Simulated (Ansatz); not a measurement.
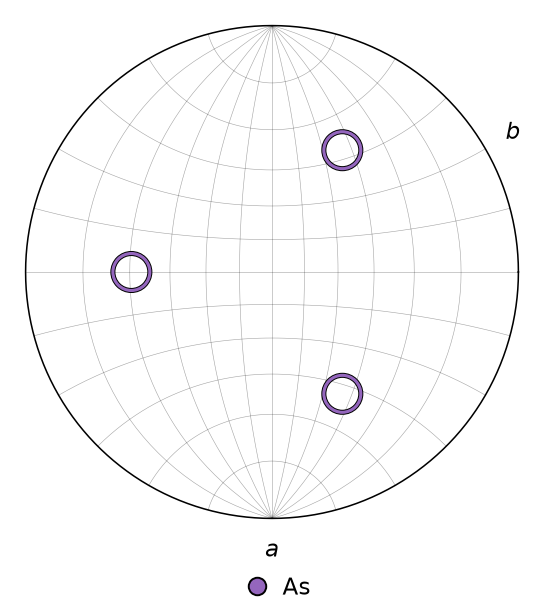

Crystal: As, coordinates from a relaxation at fixed volume with Ansatz, DFT PBE, spin-orbit coupling, plane waves, PAW. Directions from one arsenic atom at (1/3, 2/3, 0.891) to its bonded neighbours, in stereographic projection down c (filled: above the plane of the page or in it, open: below). The drawing is computed from the coordinates (standard cell, symmetry found to 0.002 Å).

Neighbours are counted up to 2.76 Å for As.

```
CELL_PARAMETERS angstrom
3.80546 0.00000 0.00000
-1.90273 3.29562 0.00000
0.00000 0.00000 11.29810
ATOMIC_POSITIONS crystal
As 0.33333 0.66667 0.89076
As 0.00000 0.00000 0.77591
As 0.00000 0.00000 0.22409
As 0.66667 0.33333 0.10924
As 0.66667 0.33333 0.55742
As 0.33333 0.66667 0.44258
```

**How many neighbours are there, and at what angles?**

3: 3 As at 2.55 Å. Angles between bonds: 96° (3×).

**What is the site's symmetry in the crystal?**

Point group 3m (C3v), order 6: one threefold axis, three mirror planes. In No. 166, R-3m, hexagonal axes this is Wyckoff position 6c.
